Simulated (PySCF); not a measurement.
# C₄H₈, SMILES `C=C(C)C`: electronic structure

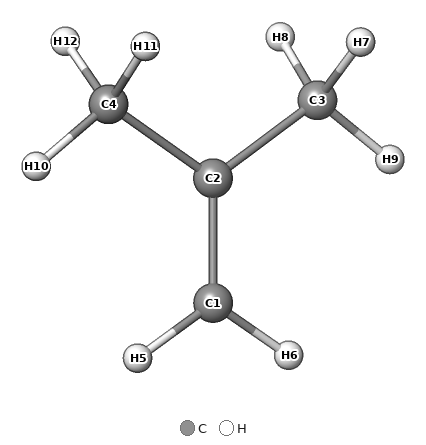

The molecule, with its atoms numbered as below. No frequency check shows the geometry to be a minimum.

Coordinates in Å:

```
C1       0.0055   -1.4495   -0.0002
C2       0.0003   -0.1270   -0.0000
C3       1.2618    0.6823    0.0001
C4      -1.2661    0.6746    0.0001
H5      -0.9082   -2.0215    0.0002
H6       0.9202   -2.0159   -0.0006
H7       1.2970    1.3248    0.8796
H8       1.2950    1.3269   -0.8793
H9       2.1398    0.0420    0.0002
H10     -2.1402    0.0290   -0.0002
H11     -1.3072    1.3149    0.8796
H12     -1.3052    1.3171   -0.8793
```

Part 1: Bonding charge

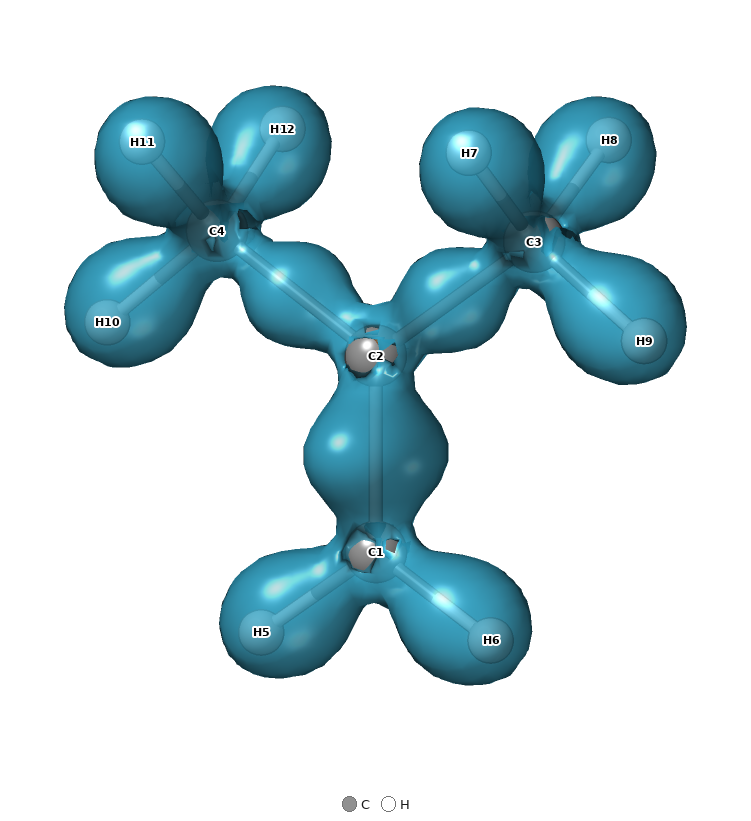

Deformation density (molecule less spherical, spin-averaged free atoms at the same positions), surfaces at ±0.2 e/Å³; light blue: gain, orange: loss.

Method: TPSSh/6-31+G*; geometry: GFN2-xTB; program: PySCF.

**Describe the bonding that the map shows.**

C1–C2: +0.71 e/Å³ at the bond critical point (bond length 1.32 Å). C1–H6 and C1–H5: +0.67 e/Å³ at the bond critical point (bond length 1.08 Å). C3–H9 and C4–H10: +0.64 e/Å³ at the bond critical point (bond length 1.09 Å). C4–H11, C3–H7, C4–H12 and C3–H8: +0.62 e/Å³ at the bond critical point (bond length 1.09 Å). C2–C3 and C2–C4: +0.49 e/Å³ at the bond critical point (bond length 1.50 Å). In all, 2.4 electrons gather in the regions of gain relative to the promolecule.

**Where do the Hirshfeld charges lie?**

The highest Hirshfeld charge is on H9 and H10 (+0.04 e), the lowest on C1 (−0.11 e).

```
atom  charge (e)
  C1       −0.11
  C2       −0.01
  C3       −0.09
  C4       −0.09
  H5       +0.04
  H6       +0.04
  H7       +0.04
  H8       +0.04
  H9       +0.04
 H10       +0.04
 H11       +0.04
 H12       +0.04
```

Part 2: Electrostatic potential

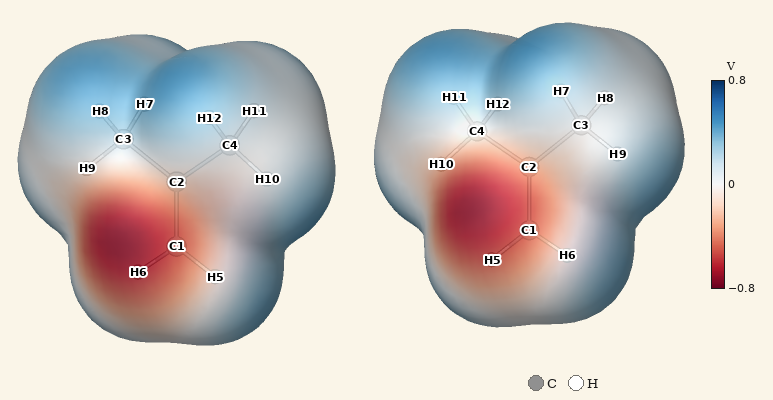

Electrostatic potential on the surface of electron density 0.001 a.u. (back view left, front view right).

**Where are the extremes of the potential on the surface?**

Highest: 0.46 V, 1.4 Å from H7, and at like points elsewhere. Lowest: −0.72 V, over C1, off the plane of its three bonds (2.1 Å), and at like points elsewhere. Further minima include 0.01 V, near H9 (1.75 Å), H8 (1.88 Å), C3 (1.94 Å) and H7 (1.95 Å), and at like points elsewhere. The surface is sampled at points, so like sites can differ by a few per cent and only the strongest of them is named.

Part 3: Removing or adding an electron

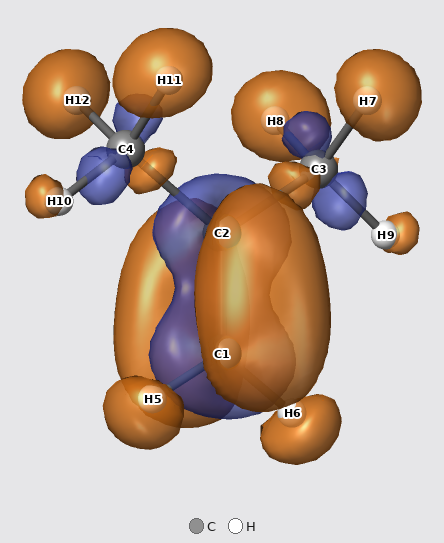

Fukui function f⁻ = ρ(N) − ρ(N−1) at fixed geometry, surfaces at ±0.03 e/Å³ (orange positive, blue negative).

Computed with PySCF, PBE/def2-SVP, geometry: GFN2-xTB.

**Which atoms respond most to the removal of an electron?**

f⁻ (Hirshfeld-condensed) is largest on C1 (0.25) and C2 (0.16); the vertical ionisation energy is 9.22 eV. Condensed values hint at sites of electrophilic attack but needn't mark the atom that reacts. Orbital relaxation makes it negative in places (0.18 e in all).

```json
{"atom": "C1", "f⁻": "+0.25", "charge": "−0.12"}
{"atom": "C2", "f⁻": "+0.16", "charge": "+0.02"}
{"atom": "C3", "f⁻": "+0.05", "charge": "−0.10"}
{"atom": "C4", "f⁻": "+0.05", "charge": "−0.10"}
{"atom": "H5", "f⁻": "+0.08", "charge": "+0.03"}
{"atom": "H6", "f⁻": "+0.08", "charge": "+0.03"}
{"atom": "H7", "f⁻": "+0.07", "charge": "+0.04"}
{"atom": "H8", "f⁻": "+0.07", "charge": "+0.04"}
{"atom": "H9", "f⁻": "+0.04", "charge": "+0.04"}
{"atom": "H10", "f⁻": "+0.04", "charge": "+0.04"}
{"atom": "H11", "f⁻": "+0.07", "charge": "+0.04"}
{"atom": "H12", "f⁻": "+0.07", "charge": "+0.04"}
```

Part 4: Stretching a bond

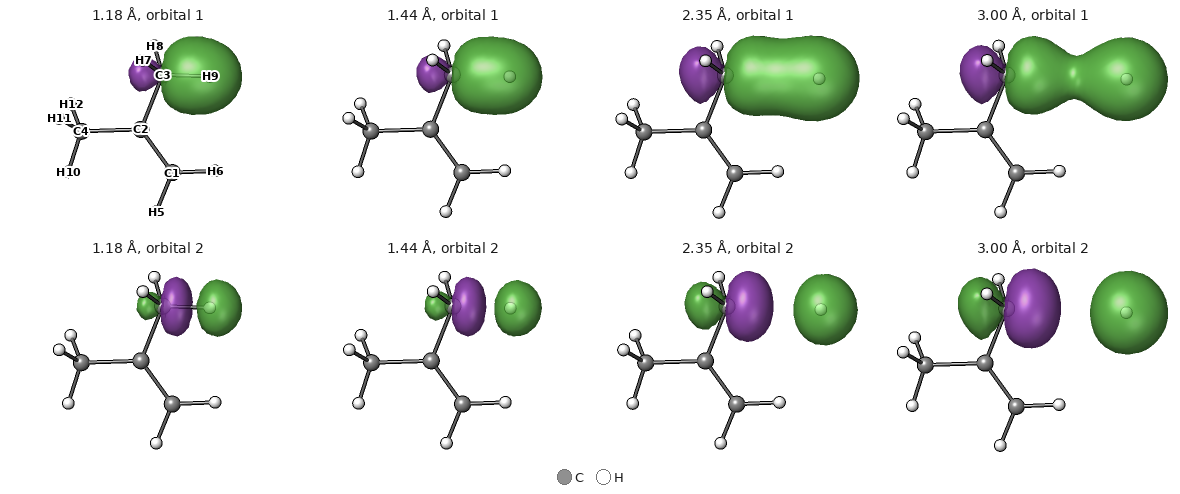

Rigid stretch of the C3–H9 bond. The two CASSCF(2,2) natural orbitals nearest half filling (orbital 1 the more occupied).

PySCF calculation, 6-31G* basis, gas phase; geometry: GFN2-xTB.

**How do the occupations change along the stretch?**

1.18 Å: 1.98 and 0.02; 1.44 Å: 1.95 and 0.05; 2.35 Å: 1.62 and 0.38; 3.00 Å: 1.29 and 0.71. At the longest distance computed (3.00 Å) they are 1.29 and 0.71, and the effective number of unpaired electrons is 1.7.

**Where does the UHF solution part from RHF?**

Between 1.44 Å (⟨S²⟩ = 0, the two coincide) and 1.66 Å (⟨S²⟩ = 0.03); at 3.00 Å ⟨S²⟩ is 1.01 and UHF lies 3.5 eV below RHF.

**How much energy does the stretch cost?**

By CASSCF, 4.3 eV from the lowest point of the scan (1.07 Å) to 3.00 Å; RHF gives 7.5 eV from its own lowest point. The fragments aren't relaxed and dynamic correlation is missing, so this isn't a bond dissociation energy.

The PySCF runs shown took 18 s, 4.7 min and 2.5 min on 1 thread of Arm Neoverse V1 (shared host).
